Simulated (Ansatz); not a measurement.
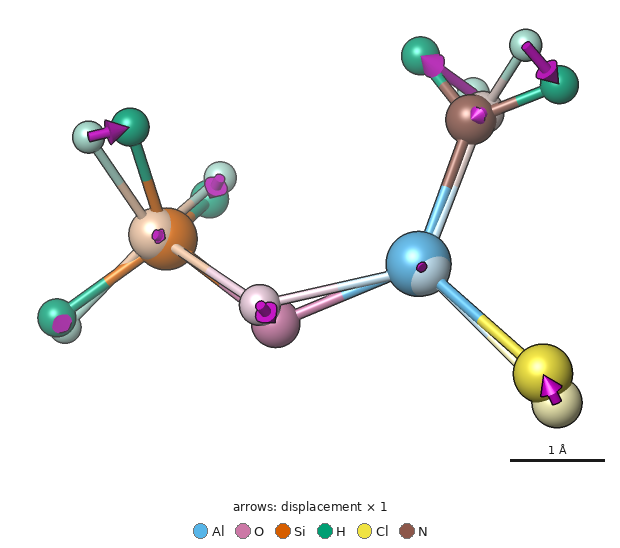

A relaxation of AlSiNH5OCl. The starting structure is drawn faded, the final one solid; purple arrows show the displacements, at their true length. The two geometries are superimposed by the best rigid fit.

The picture is a ball-and-stick view, seen at a tilt.

The run prepares the start of a later molecular dynamics calculation, from a guessed geometry.

These are results of Ansatz 0.2.0, RKS PBE0/STO-3G, not measurements.

The input:
```yaml
crystal:
  periodic: [false, false, false]
  atoms:
    - { symbol: Al, position_ang: [0.0, 0.0, 0.0] }
    - { symbol: O, position_ang: [0.0, 0.0, 1.78] }
    - { symbol: Si, position_ang: [-1.3147, -0.4067, 2.7436] }
    - { symbol: H, position_ang: [-2.239, -1.2403, 1.9804] }
    - { symbol: H, position_ang: [-0.8506, -1.1432, 3.9157] }
    - { symbol: H, position_ang: [-1.9987, 0.8095, 3.1733] }
    - { symbol: Cl, position_ang: [1.9312, 0.0, -1.115] }
    - { symbol: "N", position_ang: [-1.6627, 0.0, -0.96] }
    - { symbol: H, position_ang: [-2.3316, -0.8164, -0.8614] }
    - { symbol: H, position_ang: [-1.9118, 0.8164, -1.5886] }
basis:
  gaussian: { orbitals: STO-3G }
hamiltonian:
  xc: pbe0
relax:
  f_tol: 0.02
  max_steps: 40
```

Launched with:
```bash
ansatz run input.yaml --threads 1 --pin off --max-ram 2048MiB --backend cpu --events-out ev --progress --plain --runs-dir out
```

**Atoms of which element are displaced furthest, and by how much?**

Hydrogen: up to 0.93 Å, against 0.37 Å for oxygen.

**What happened in the run?**

After 16 accepted moves (17 points after the start) the energy has fallen by 1.415 eV. Largest force component: 3.4 eV/Å at the start, 0.015 eV/Å at the end. The line search rejected the trial step at point 5 of the run. The forces were under the threshold at step 14, but the run went on from there. The atom that moves furthest after the best rigid fit is H9 (0.93 Å). By element the largest moves are H 0.93 Å, O 0.37 Å, Cl 0.36 Å, N 0.21 Å, Si 0.16 Å, Al 0.08 Å. Some distances before and after: Al1–N8 1.920 → 1.717 Å, Al1–Cl7 2.230 → 2.076 Å, Al1–O2 1.780 → 1.673 Å, N8–H10 1.060 → 1.031 Å. Among the angles between lasting bonds that change: H9–N8–H10 120.0° → 109.5°, Al1–N8–H9 120.0° → 126.1°, O2–Al1–N8 120.0° → 125.5°. Groups turn about Al1–N8 by about 60°, O2–Si3 by about 35°. The run took 30 s on 1 thread of Intel(R) Xeon(R) 6975P-C (Granite Rapids) (shared host), peak memory 0.19 GiB.

Limits of the set-up: STO-3G is a minimal basis, so the numbers are rough.
